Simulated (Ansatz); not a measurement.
**A ladder of methods for GeSiH4O (SMILES [SiH3][O][GeH])**

GeSiH4O has 7 atoms, charge 0, and is taken as a singlet. SMILES: `[SiH3][O][GeH]`. The shape is that of a PBE0-D4/def2-TZVP optimisation. This is one conformer, not always the lowest.

Each level gives the electronic atomisation energy (eV). The values are calculated. Electronic energies at fixed atoms, without zero-point motion or spin-orbit coupling.

```
             level                    kind  program  value (eV)  less CCSD(T)/def2-SVP  CPU time (all runs)
       HF/def2-SVP            Hartree–Fock   Ansatz       15.67                  -4.86                  3 s
     BLYP/def2-SVP                     GGA   Ansatz       21.72                  +1.19                8.2 s
    B3LYP/def2-SVP           global hybrid   Ansatz       21.76                  +1.23                9.6 s
CAM-B3LYP/def2-SVP  range-separated hybrid   Ansatz       21.97                  +1.44                9.2 s
    HSE06/def2-SVP  range-separated hybrid   Ansatz       21.40                  +0.87                 10 s
 RPA@PBE0/def2-SVP                     RPA   Ansatz       20.22                  -0.31                 13 s
      MP2/def2-SVP     perturbation theory   Ansatz       20.59                  +0.06                3.9 s
  CCSD(T)/def2-SVP   coupled cluster or CI   Ansatz       20.53                   0.00                 16 s
```

CCSD(T)/def2-SVP is the highest level here, not the true value. All-electron rows without a relativistic Hamiltonian named are non-relativistic. Correlated wave functions underbind in double-zeta sets. The values span 15.67 to 21.97 eV. In the correlated wave-function rows the outer d shell of Ge is correlated, in sets not made for it. In so small a basis fixed costs decide the times, and correlated methods can beat functionals. CPU times are rough (shared hosts, several kinds of processor and program).

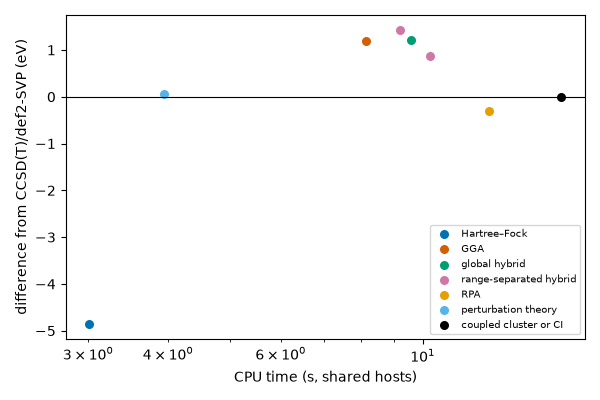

Difference from CCSD(T)/def2-SVP against processor time, one point a level.
